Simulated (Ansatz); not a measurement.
H6Si2···HCl

The calculation's input:

```
crystal:
  periodic: [false, false, false]
  atoms:
    - { symbol: Si, position_ang: [-0.451102, 0.088088, -0.315193] }
    - { symbol: Cl, position_ang: [0.454551, -0.704416, 2.802997] }
    - { symbol: H, position_ang: [0.510194, 1.058296, 0.26174] }
    - { symbol: H, position_ang: [-0.654987, 0.443782, -1.751701] }
    - { symbol: H, position_ang: [0.088788, -1.293209, -0.263532] }
    - { symbol: Si, position_ang: [-2.487033, 0.225597, 0.65527] }
    - { symbol: H, position_ang: [-3.48855, -0.580381, -0.095286] }
    - { symbol: H, position_ang: [-2.509791, -0.296024, 2.061068] }
    - { symbol: H, position_ang: [-2.966384, 1.632964, 0.728752] }
    - { symbol: H, position_ang: [-0.862086, -0.574696, 2.610184] }
basis:
  gaussian: { orbitals: "6-31G*" }
hamiltonian:
  xc: b3lyp
relax:
  f_tol: 0.03
  max_steps: 50
output:
  orbitals: {}
```

Run with:

```sh
ansatz run input.yaml --threads 1 --pin off --max-ram 2048MiB --backend cpu --events-out ev --progress --plain --runs-dir out
```

The fields are those of the run's last geometry, not of the input's.

The calculation used Ansatz 0.2.0, RKS B3LYP/6-31G*.

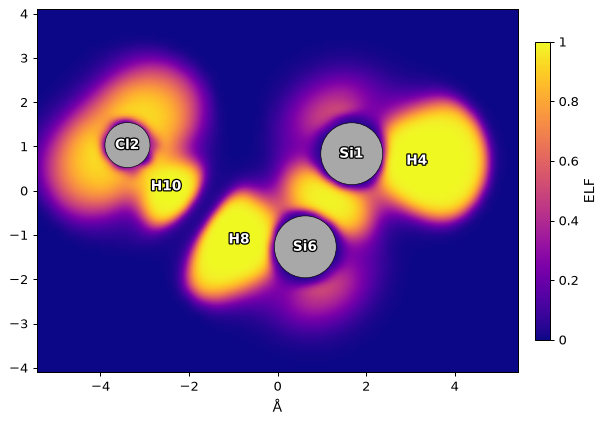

Figure 1. Electron localisation function on the plane of atoms Si1, Si6 and H8. Grey discs cover the atomic cores.

### What does the map show?

- Atoms in the plane: Si, Cl and H.
- H8···H10 (2.04 Å): the ELF dips to about 0.05 between them.
- Si–Si (2.35 Å): the ELF peaks at about 1 between the atoms; a covalent bond.
- Cl–H (1.29 Å): the ELF climbs to about 1 towards the hydrogen, as it does in any bond to H.
- Si–H (1.49 Å): the ELF climbs to about 1 towards the hydrogen.
- The ELF also peaks beside Cl2, away from the bonds: lone-pair regions.

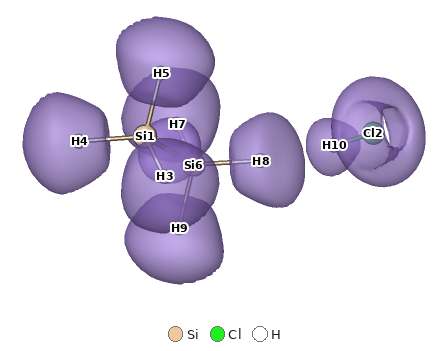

Figure 2. Isosurface of the ELF at 0.85 (purple), seen from one side. Only the valence region is drawn (cores and ρ < 0.01 e/Å³ removed).

### Identify the bonds, lone pairs and shells in this picture.

The ELF exceeds this value in one region between bonded Si–Si atoms (shared pairs), seven regions around hydrogen nuclei and one ring or bowl of non-bonding electrons around Cl.

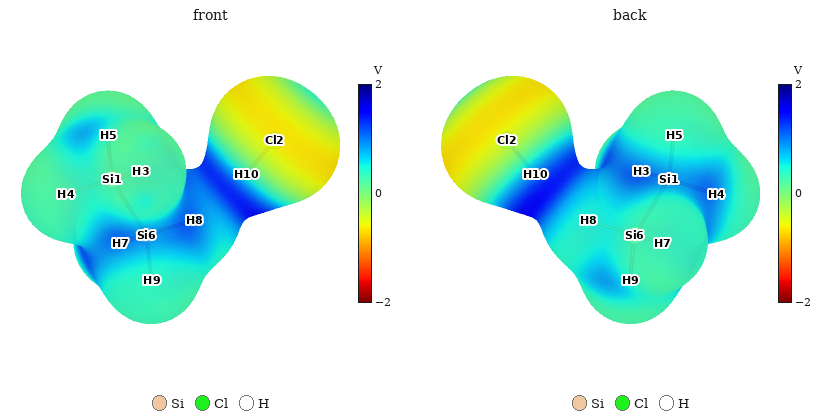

Figure 3. The electrostatic potential painted on the density surface at 0.002 e/bohr³, seen from the front and from behind; red is negative and blue positive.

### Where is the surface potential most negative and most positive?

The most negative region (about −0.7 V) lies over Cl2, the most positive (about +1.5 V) over H10. Cl2 shows a σ-hole: about +0.3 V at the tip opposite its bond, against about −0.6 V on its flanks.
